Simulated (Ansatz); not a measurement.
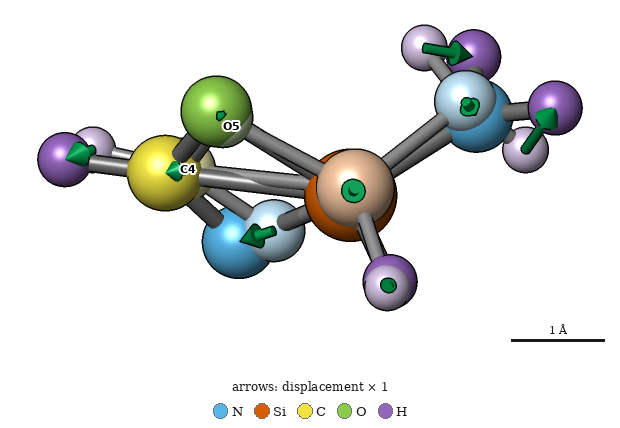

This is a relaxation of CH$_{4}$N$_{2}$OSi. The starting structure is drawn faded, the final one solid; green arrows show the displacements, at their true length. The two geometries are superimposed by the best rigid fit.

A ball-and-stick model, seen from a free direction.

The run prepares an end point of a later path (inversion) calculation, from a guessed geometry.

Computed with RKS PBE-D4/def2-SVP (Ansatz 0.2.0). (no spin polarisation; force threshold 0.015 eV/Å; at most 40 steps)

Describe the change and its energy.

The largest move after the best rigid fit is that of an H atom, 0.95 Å. Largest moves by element: H 0.95 Å, N 0.46 Å, Si 0.38 Å, C 0.26 Å, O 0.10 Å. Among the contacts that change: O–Si 1.637 → 1.803 Å, N–Si 1.687 → 1.790 Å, C–N 1.222 → 1.301 Å, H–N 0.948 → 1.020 Å. Bond angles that change, for instance: N–Si–C 111.9° → 129.6°, N–Si–N 101.7° → 118.4°, N–C–H 143.3° → 127.1°. The energy falls by 2.086 eV in 14 accepted moves (16 points after the start). The largest force component goes from 8.5 to 0.0082 eV/Å. The line search rejected the trial steps at points 5, 14 of the run. The run took 63 s on 1 thread of Arm Neoverse V1, on a shared host, peak memory 0.15 GiB.
